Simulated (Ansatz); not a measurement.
C$_{2}$H$_{6}$N$_{2}$Si: several calculations on one system

## 1. Relaxation

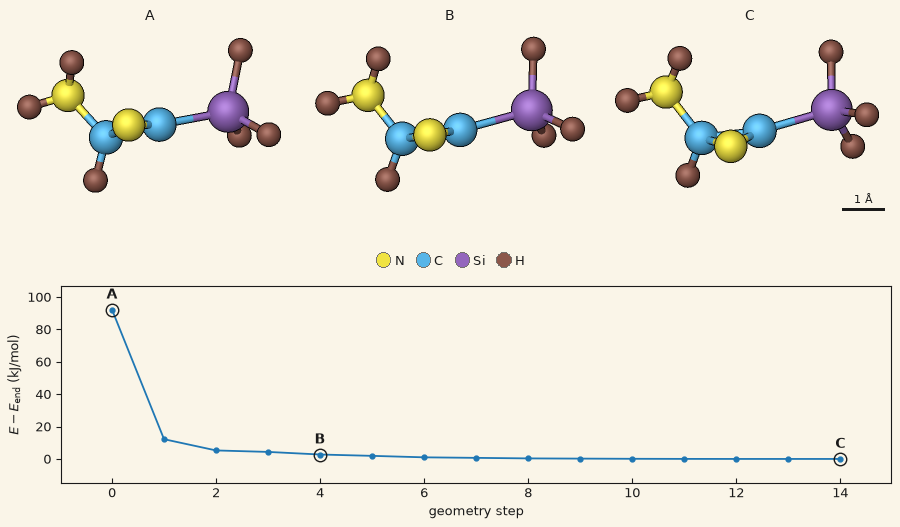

Frames of a relaxation of C2H6N2Si, marked on the history of the run. A ball-and-stick model, seen face on.

The run prepares an end point of a later path (torsion) calculation, from a guessed geometry.

The calculation used Ansatz, RKS r2SCAN/6-31G*. Settings: no spin polarisation; force threshold 0.015 eV/Å; at most 40 steps.

**Describe the path.**

The energy falls by 92.2 kJ/mol in 14 geometry steps. Largest force component: 8.3 eV/Å at the start, 0.011 eV/Å at the end. The atom that moves furthest after the best rigid fit is an H atom (0.56 Å). Largest moves by element: H 0.56 Å, N 0.52 Å, C 0.22 Å, Si 0.10 Å. Among the contacts that change: C–N 1.177 → 1.282 Å, C–Si 1.789 → 1.867 Å, H–N 1.073 → 1.018 Å, C–C 1.402 → 1.454 Å. Bond angles that change, for instance: N–C–N 111.2° → 121.3°, C–C–Si 143.0° → 152.5°, N–C–Si 146.8° → 139.6°. Groups turn about C–Si by about 40°, C–N by about 20°. From step 0 to 4: an H atom moves most (0.31 Å), energy −89.5 kJ/mol. From step 4 to 14: H atoms move most (0.43 Å), energy −2.74 kJ/mol.

```csv
step,"E − E(0), kJ/mol","largest force component, eV/Å"
0,0.00,8.2891
1,-80.01,1.3234
2,-86.95,0.2350
3,-87.86,0.3620
4,-89.46,0.3040
5,-90.29,0.3552
6,-91.21,0.1964
7,-91.53,0.3326
8,-91.87,0.1400
9,-91.99,0.0905
10,-92.11,0.0462
11,-92.17,0.0323
12,-92.20,0.0162
13,-92.20,0.0188
14,-92.20,0.0107
```

## 2. Relaxation

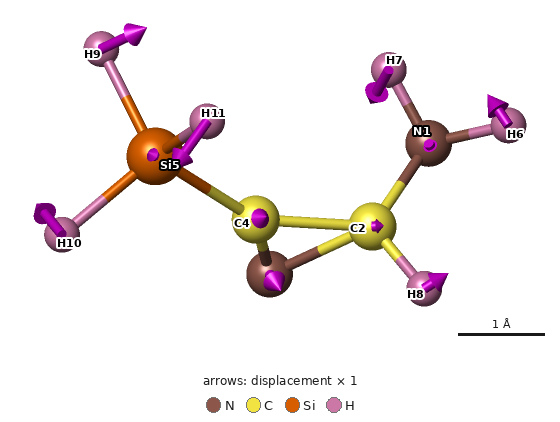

This is a relaxation of C₂H₆N₂Si. The starting structure is drawn; purple arrows show the displacements, at their true length. The two geometries are superimposed by the best rigid fit.

Style: ball-and-stick. Shown at a tilt.

The run prepares an end point of a later path (torsion) calculation, from a guessed geometry.

Theory: RKS r2SCAN/6-31G* (Ansatz).

Input
```yaml
crystal:
  periodic: [false, false, false]
  atoms:
    - { symbol: "N", position_ang: [0.1554, -0.6577, 1.9499] }
    - { symbol: C, position_ang: [0.6775, -0.7403, 0.6134] }
    - { symbol: "N", position_ang: [0.41268, -2.07809, 0.0117] }
    - { symbol: C, position_ang: [1.53224, -1.7772, 0.21338] }
    - { symbol: Si, position_ang: [3.24836, -2.28177, 0.17797] }
    - { symbol: H, position_ang: [0.2308, 0.3749, 2.232] }
    - { symbol: H, position_ang: [0.7048, -1.1345, 2.6056] }
    - { symbol: H, position_ang: [0.53159, 0.10291, -0.05696] }
    - { symbol: H, position_ang: [3.59387, -3.21025, 1.33507] }
    - { symbol: H, position_ang: [3.56344, -3.00545, -1.04892] }
    - { symbol: H, position_ang: [4.18791, -1.14542, 0.27874] }
basis:
  gaussian: { orbitals: "6-31G*" }
hamiltonian:
  xc: r2scan
relax:
  f_tol: 0.015
  max_steps: 40
```

Run as
```bash
ansatz run input.yaml --threads 2 --pin off --max-ram 3072MiB --backend cpu --events-out ev --progress --plain --runs-dir out
```

> Which element moves most?

Hydrogen: up to 0.77 Å, against 0.37 Å for nitrogen.

> What happened in the run?

The atom that moves furthest after the best rigid fit is H11 (0.77 Å). Largest moves by element: H 0.77 Å, N 0.37 Å, C 0.27 Å, Si 0.14 Å. Some distances before and after: N3–C4 1.177 → 1.286 Å, C4–Si5 1.789 → 1.863 Å, C2–C4 1.402 → 1.469 Å, N1–H6 1.073 → 1.018 Å. Among the angles between lasting bonds that change: C2–C4–Si5 143.0° → 155.3°, N3–C4–Si5 146.8° → 139.1°, N1–C2–H8 118.7° → 112.6°. Groups turn about C4–Si5 by about 45°, N1–C2 by about 30°. After 16 accepted moves (17 points after the start) the energy has fallen by 84.9 kJ/mol. Largest force component: 8.7 eV/Å at the start, 0.0051 eV/Å at the end. The line search rejected the trial step at point 12 of the run. The run took 62 s on 2 threads of Intel(R) Xeon(R) Platinum 8488C (Sapphire Rapids) (shared host), peak memory 0.23 GiB.

## 3. Path

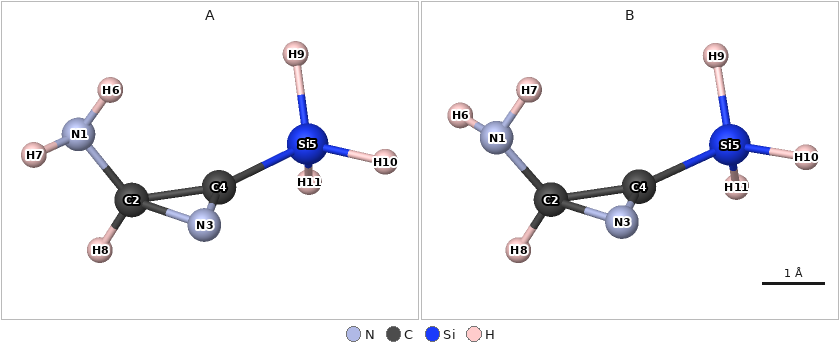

The two relaxed end points of a path for C2H6N2Si. Style: ball-and-stick. Shown at a tilt.

These are results of RKS r2SCAN/6-31G* (Ansatz), not measurements.

Settings: 7 movable images; climbing image; force threshold 0.05 eV/Å; iteration limit 45.

Start:
```xyz
11

N     0.2434   -0.5216    2.0205
C     0.6888   -0.8184    0.6993
N     1.5420    0.1754   -0.0932
C     0.3188    0.0074   -0.4383
Si   -0.9225    0.6897   -1.6551
H     0.0584    0.4746    2.1196
H     0.9618   -0.7644    2.7016
H     0.9324   -1.8714    0.5566
H    -2.0440    1.3010   -0.8941
H    -0.2685    1.7046   -2.5207
H    -1.4451   -0.4339   -2.4756
```

End:
```xyz
11

N     0.6443   -0.4150    2.0619
C     0.7685   -0.8518    0.7028
N     1.6060   -0.0047   -0.1954
C     0.3485   -0.0564   -0.4586
Si   -0.8812    0.7306   -1.6165
H    -0.1285   -0.8902    2.5241
H     0.4634    0.5861    2.1006
H     0.9035   -1.9312    0.6207
H    -1.9024    1.4317   -0.7927
H    -0.2094    1.6901   -2.5313
H    -1.5472   -0.3464   -2.3951
```

Question: Predict the minimum-energy path and its barrier.

Answer: The highest point, image 5, lies 0.128 eV above the start and 0.037 eV above the end; the end is at +0.091 eV relative to the start. The motion is a rotation about the N1–C2 bond by about 130°. No bond forms or breaks between the ends. Among the angles between lasting bonds that change up to the highest image: N1–C2–N3 121.3° → 117.9°. The band converged in 15 iterations. The largest component of the band force went from 9.1 to 0.04 eV/Å. The climbing image converged on the top of the path. Its vibrational analysis gives one imaginary mode (209i cm⁻¹), as a transition state must have.

Energies of the converged images:

```csv
image,path (Å),E (eV)
0,0.00,0.000
1,0.32,0.011
2,0.65,0.042
3,0.97,0.084
4,1.30,0.117
5,1.62,0.128
6,2.00,0.117
7,2.38,0.098
8,2.76,0.091
```

The geometry at the top of the path:

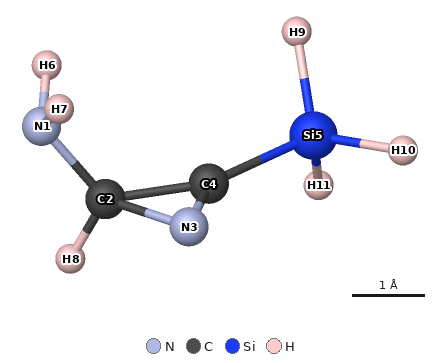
